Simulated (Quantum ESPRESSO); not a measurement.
# Dipole at the next field: Al2SSe, 1 layer

**Set-up.** Quantum ESPRESSO 7.5, PBE, GBRV ultrasoft; sawtooth field along the normal with dipole correction, ions clamped, threshold 1e-9 Ry; cell area 11.713 Å².

| field (V/Å) | dipole (e Å a cell) |
| --- | --- |
| 0 | −0.00498 |
| 0.1 | 0.03727 |
| 0.2 | 0.07947 |

**Question.** What is the dipole at 0.3 V/Å, and what electrostatic thickness 4πα/A follows from the rows?

**Worked estimate.** The slope is (0.07947 − (−0.00498))/0.2 = 0.4222 e Å²/V, so 4πα/A = 180.95 × 0.4222/11.713 = 6.52 Å. Linear response gives p = −0.00498 + 0.4222 × (0.3) = 0.12169 e Å; a parabola through the three rows gives 0.12162.

**Check.** p = 0.12175 e Å. The line misses by 0.0 % of the induced dipole and the parabola by 0.1 %. The response is linear over this range.

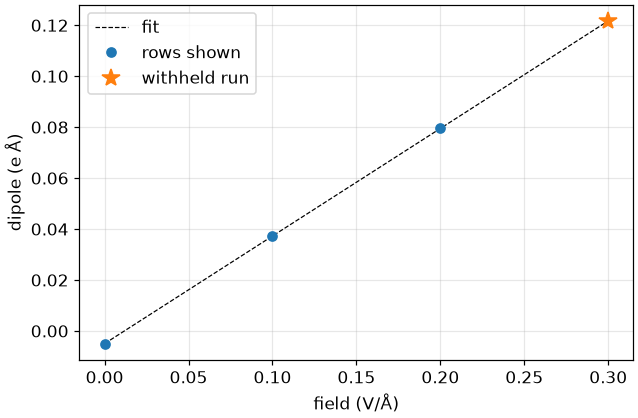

The rows shown, the fit and the withheld run.

Caveats: Electrons alone respond; local and semilocal functionals tend to overscreen.
